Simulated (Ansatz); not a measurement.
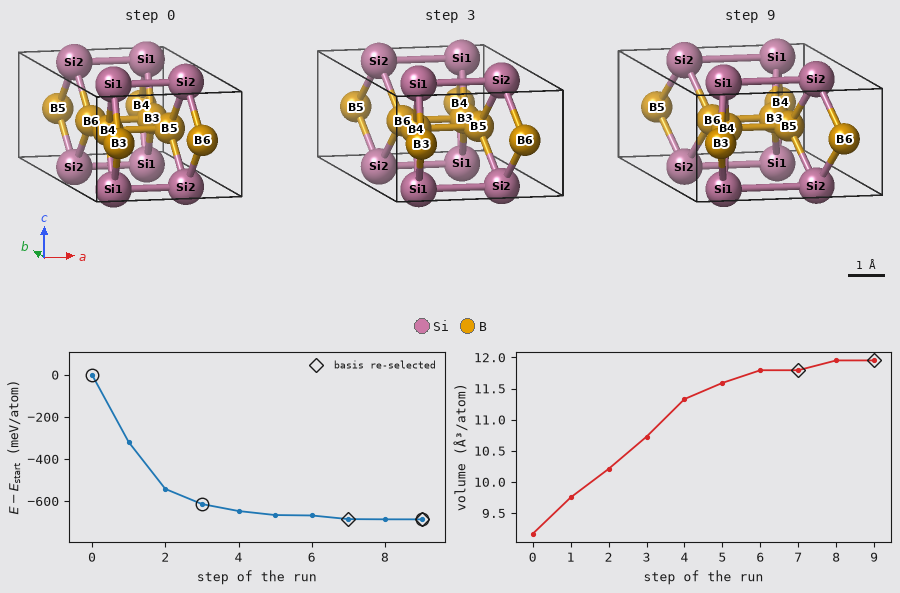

Frames of a relaxation of solid SiB2 (a generated structure, set up in Cmmm) (coarse preliminary run), marked on the history of the run. Style: ball-and-stick. Shown: the conventional cell (2 times the calculation's cell), slightly off an axis. Lengths and directions refer to the drawn axes.

These are results of DFT PBE, scalar-relativistic, plane waves, PAW (Ansatz 0.2.0), not measurements.

Input file:
```yaml
crystal:
  lattice:
    - [2.08575815, -4.44848949, 0.0]
    - [2.08575815, 4.44848949, 0.0]
    - [0.0, 0.0, 2.96453988]
  atoms:
    - { symbol: Si, position: [0.0, 0.5, 0.0] }
    - { symbol: Si, position: [0.5, 0.0, 0.0] }
    - { symbol: B, position: [0.10192005, 0.32163382, 0.5] }
    - { symbol: B, position: [0.89807995, 0.67836618, 0.5] }
    - { symbol: B, position: [0.32163382, 0.10192005, 0.5] }
    - { symbol: B, position: [0.67836618, 0.89807995, 0.5] }
basis:
  ecutwfc: 420
kpoints:
  mp_grid: { grid: [4, 4, 6] }
hamiltonian:
  xc: pbe
scf:
  occupations: { method: gaussian, width: 0.1 }
  lower_state_search: "off"
output:
  forces: true
  stress: true
  eigenvalues: true
relax:
  adjacent_minimum: "off"
  f_tol: 0.04
  max_steps: 70
  cell: { stress_tol: 0.4 }
```

Run as
```bash
ansatz run input.yaml --threads 1 --pin off --max-ram 2560MiB --backend cpu --events-out ev --progress --plain --runs-dir out
```

Question: What happens along the run?

Answer: After 7 accepted moves (9 points after the start) the energy has fallen by 686 meV per atom. Largest force component: 3.9 eV/Å at the start, 0.02 eV/Å at the end. The pressure goes from 43.05 to 0.05 GPa. The SCF was repeated twice at an unchanged geometry on a basis and grid sized afresh for the cell, which shifted the energy by 17.3 meV per atom at most. The largest moves relative to the cell, 0.28 Å, are those of B3, B4, B5 and B6. B6 goes along [3 −1 0]. Si stays in place. Cell: a 4.172 → 5.350 Å (+28.3 %), b 8.897 → 8.911 Å (+0.2 %), c 2.965 → 3.008 Å (+1.5 %). Volume +30.4 %. Near-neighbour distances that change, for instance: Si1–Si2 2.086 → 2.675 Å, B3–B5 1.955 → 1.650 Å, Si1–B3 1.943 → 2.104 Å, B3–B6 1.767 → 1.789 Å. Among the angles between lasting bonds that change: Si1–B4–Si1 99.4° → 91.3°, B3–Si1–B4 80.6° → 88.7°, B3–Si1–B3 99.4° → 91.3°. The space group stays Cmmm (No. 65). The run took 22 s on 1 thread of Arm Neoverse V1, on a shared host, peak memory 0.33 GiB. From step 0 to 3: B atoms move most (0.24 Å), volume +17.0 %, energy −614 meV per atom. From step 3 to 9: B atoms move most (0.12 Å), volume +11.4 %, energy −72.7 meV per atom.

```
step  E − E(0), meV/atom  largest force component, eV/Å  pressure, GPa  volume, Å³/atom                      note
   0                0.00                         3.9160          43.05            9.169                          
   1             -319.31                         2.9306          23.80            9.752                          
   2             -541.77                         0.5044          17.64           10.211                          
   3             -613.52                         1.0802           9.29           10.728                          
   4             -646.65                         0.4202           0.69           11.332                          
   5             -665.78                         0.0312           0.59           11.591                          
   6             -667.78                         0.0393           0.11           11.795                          
   7             -685.11                         0.0979           1.13           11.795  same geometry, new basis
   8             -686.08                         0.0203           0.05           11.952                          
   9             -686.23                         0.0203           0.05           11.952  same geometry, new basis
```
